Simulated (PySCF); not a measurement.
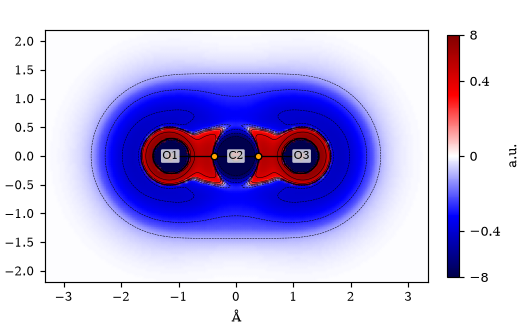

*CO₂, SMILES `O=C=O`. Negative Laplacian of the density (−∇²ρ) in the molecular plane (red positive, blue negative, colour scale in a.u., logarithmic beyond ±0.04), with bond paths and bond critical points (dots).*

Computed with PySCF, HF/6-31+G*, geometry: GFN2-xTB. No frequency check shows the geometry to be a minimum.

Question: Sort the bonds in the plane by the sign of ∇²ρ at their critical points.

Answer: At none is it concentrated. Depleted (∇²ρ > 0): O1–C2 and C2–O3 (+0.67 a.u., H = −0.836). A positive Laplacian with clearly negative H marks a strongly polar covalent bond, whose critical point lies close to the core of the less electronegative atom.

Question: Where along O1–C2 does the critical point lie?

Answer: 0.76 Å from O1 and 0.38 Å from C2.
